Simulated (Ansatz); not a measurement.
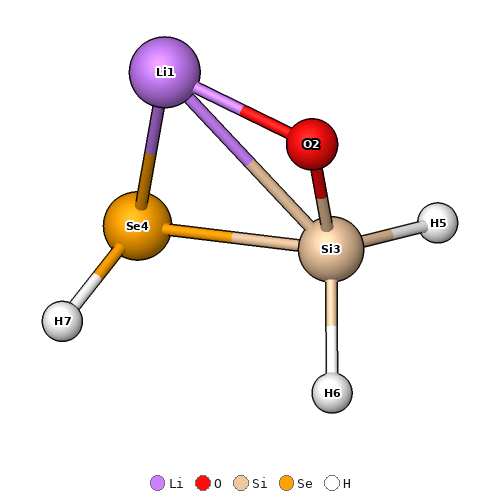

The system is H3LiOSeSi; the picture shows the reference structure. First axis: bond length Si3–H5. Second axis: bond length Si3–H6. Nothing is relaxed (all other coordinates rigid). The scan uses a 15 × 15 grid. Points are written as (first, second). All energies are given in kJ/mol relative to the relaxed molecule at the same level. The reference is spin-restricted, which grows unreliable where a bond is stretched far. The calculation used RKS SPW92 (LDA)/def2-TZVP in Ansatz.

Its coordinates:

```yaml
atoms:
  - { symbol: Li, position_ang: [-1.9273, -0.3047, 0.5474] }
  - { symbol: O, position_ang: [-0.5467, -0.1147, 1.5391] }
  - { symbol: Si, position_ang: [0.5624, 0.2935, 0.4906] }
  - { symbol: Se, position_ang: [-0.5715, 0.2470, -1.6022] }
  - { symbol: H, position_ang: [1.0548, 1.7103, 0.5236] }
  - { symbol: H, position_ang: [1.7214, -0.6387, 0.2973] }
  - { symbol: H, position_ang: [-0.2931, -1.1926, -1.7959] }
```

Range: bond length Si3–H5 from 1.320 to 1.875 Å; bond length Si3–H6 from 1.230 to 2.250 Å.

> What landscape does the calculation give?

The lowest grid point is at (1.518 Å, 1.521 Å), 0.6 kJ/mol from the relaxed molecule at the same level. No other kind of well shows on this grid. The highest grid point, (1.875 Å, 2.250 Å), lies 234 kJ/mol above the lowest. Round the minimum the contours are nearly round: the two directions are equally stiff and uncoupled.

```csv
"bond length Si3–H6 ↓, bond length Si3–H5 →",1.320,1.360,1.400,1.439,1.479,1.518,1.558,1.598,1.637,1.677,1.717,1.756,1.796,1.836,1.875
2.250,202,188,178,172,169,169,172,176,181,188,196,205,214,224,235
2.177,182,168,158,152,150,150,152,156,162,169,177,185,195,205,215
2.104,162,148,138,132,129,129,132,136,142,149,157,165,175,185,195
2.031,142,127,117,112,109,109,111,115,121,128,136,145,154,165,175
1.958,121,107,97,91,89,89,91,95,101,108,116,125,134,144,154
1.886,101,87,77,72,69,69,71,75,81,88,96,105,114,125,135
1.813,83,68,58,53,50,50,52,56,62,69,77,86,95,106,116
1.740,65,51,41,35,32,32,35,39,44,51,60,68,78,88,98
1.667,50,36,26,20,17,17,20,24,29,36,45,53,63,73,83
1.594,39,25,15,9,6,6,9,13,18,25,33,42,52,62,72
1.521,34,19,9,4,1,1,3,7,12,19,27,36,46,56,66
1.448,36,22,12,6,3,3,5,9,14,21,29,38,47,57,68
1.376,49,34,24,18,15,15,17,21,26,33,41,50,59,69,80
1.303,76,61,51,45,42,42,44,48,53,60,68,76,86,96,106
1.230,123,108,98,92,89,88,90,94,99,106,114,123,132,142,152
```

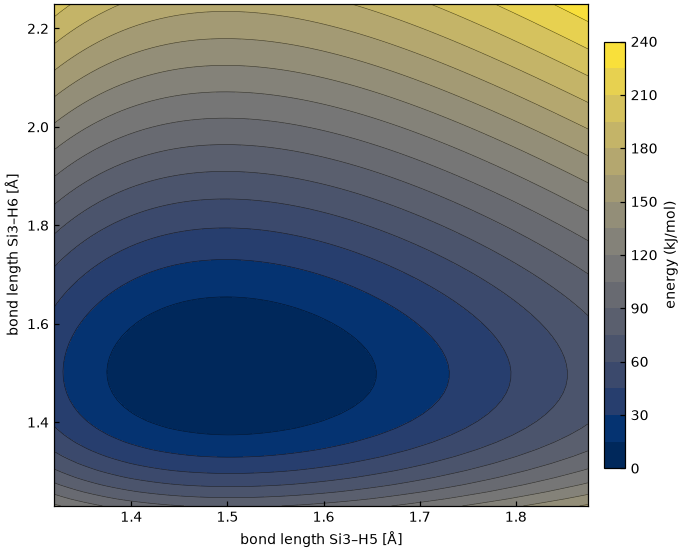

The picture shows filled contours. Between grid points the surface is interpolated.

Time for the 225 points that were run: 11 min on 1 thread of Arm Neoverse V2 (shared host).
